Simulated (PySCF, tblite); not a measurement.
# C₅H₈B₂Cl₂: geometry, infrared bands and NMR shifts

Aim: predict the infrared bands and NMR shifts of C₅H₈B₂Cl₂ (`B[C@@H]1CC=C(B(Cl)Cl)C1`).

The runs use tblite 0.8.0 and PySCF 2.14.0, with density-fitted response routines of our own; the level of theory stands in each step. All values are computed, except where a source is named. Atoms are numbered from 0 throughout.

**1. The starting structure**

17 atoms, charge 0, multiplicity 1; geometry from: force field or distance geometry start.

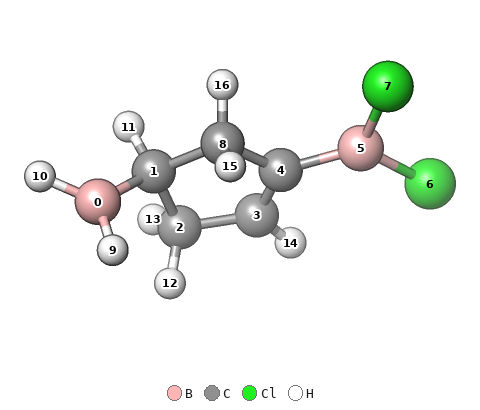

The starting geometry (boron pink, carbon grey, chlorine green, hydrogen white), atoms numbered.

**2. Relaxing the molecule with GFN2-xTB**

Job settings and geometry (Å):

```
{"job": {"kind": "relax", "xc": "GFN2-xTB", "basis": "xTB"}, "charge": 0, "multiplicity": 1}
B     -1.738100     0.866400    -1.630700
C     -1.044400    -0.161400    -0.644100
C     -1.223200     0.198800     0.848400
C      0.099900    -0.041100     1.444700
C      1.029700    -0.295200     0.547500
B      2.544100    -0.549400     0.866800
Cl     3.156300    -0.563400     2.610200
Cl     3.763900    -0.830200    -0.491100
C      0.485400    -0.256200    -0.843000
H     -1.439400     2.008000    -1.617300
H     -2.585400     0.494800    -2.378500
H     -1.486100    -1.174600    -0.810200
H     -1.500700     1.274800     1.002300
H     -1.997500    -0.443600     1.318400
H      0.287800     0.017100     2.522600
H      0.889100     0.639500    -1.356600
H      0.751800    -1.172300    -1.399300
```

On the command line:

```
> OMP_NUM_THREADS=1 python probes_run.py task.json out
```

This one command runs all jobs of the session in turn.

**Question.** This job is followed by: GFN2-xTB harmonic vibrations, gas phase; GIAO PBE0/pcSseg-1 NMR shielding, non-relativistic, gas phase. Predict these results of the whole session: strongest single infrared mode (GFN2-xTB); zero-point energy (GFN2-xTB); 13C shifts against TMS (PBE0/pcSseg-1); 1H shifts against TMS (PBE0/pcSseg-1, means over atoms taken as alike); 11B shifts against BF3·OEt2 (PBE0/pcSseg-1); 35Cl shifts against HCl (PBE0/pcSseg-1, means over atoms taken as alike).

**Answer**, as computed:

```
                                                                quantity                                         value
                               strongest single infrared mode (GFN2-xTB)                         1618 cm⁻¹, 195 km/mol
                                            zero-point energy (GFN2-xTB)                                 75.5 kcal/mol
                                  13C shifts against TMS (PBE0/pcSseg-1)            169.8, 152.6, 46.8, 43.7, 41.5 ppm
  1H shifts against TMS (PBE0/pcSseg-1, means over atoms taken as alike)  8.06, 7.45, 3.26, 3.15, 2.87, 2.72, 2.00 ppm
                             11B shifts against BF3·OEt2 (PBE0/pcSseg-1)                                89.9, 50.6 ppm
35Cl shifts against HCl (PBE0/pcSseg-1, means over atoms taken as alike)                                       235 ppm
```

What this shows: The optimisation took 143 steps and gained 0.427 eV; among the close pairs (by a distance rule), B5–Cl7 changed most, from 1.847 to 1.725 Å. All 45 modes are real, so the xTB geometry is a minimum. The strongest single mode, at 1618 cm⁻¹, moves mainly C4 and C3. Unscaled tight-binding wavenumbers are off by several per cent, some by more. Its intensities can rank the bands wrongly. At PBE0/pcSseg-1: The largest span, 473 ppm, is at Cl6, Cl7, where the paramagnetic term is -431 ppm.
